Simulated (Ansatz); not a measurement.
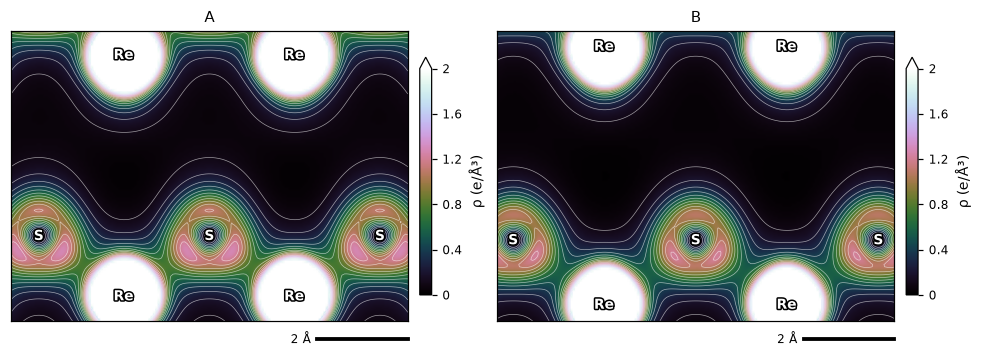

ReS. The valence charge density (pseudo) of two cells that differ in size, on the (011̄) plane of each (indices in the axes of the calculation cell), at one length scale and on one colour scale: B has 23.3 Å³ an atom and A 19.0.

Space group F-43m; started from the zinc blende prototype, which need not be the ambient phase; computed without spin polarisation.

Theory: Ansatz 0.2.0, DFT PBE, scalar-relativistic, plane waves, PAW.

The density is the valence pseudo-density of a PAW calculation; it isn't the true density close to the nuclei.

The larger cell:

```
Re S
1.0
     0.00000    2.85772    2.85772
     2.85772    0.00000    2.85772
     2.85772    2.85772    0.00000
Re S
1 1
Direct
  0.00000 0.00000 0.00000
  0.25000 0.25000 0.25000
```

The smaller cell: a = 3.776 Å, b = 3.776 Å, c = 3.776 Å, α = 60.00°, β = 60.00°, γ = 60.00°.

What does the compression do to the bonding and the properties?

From the larger cell to the smaller, Re–S goes from 2.47 to 2.31 Å, and the density at its midpoint from 0.56 to 0.76 e/Å³; the pressure goes from −25 to −9 GPa.
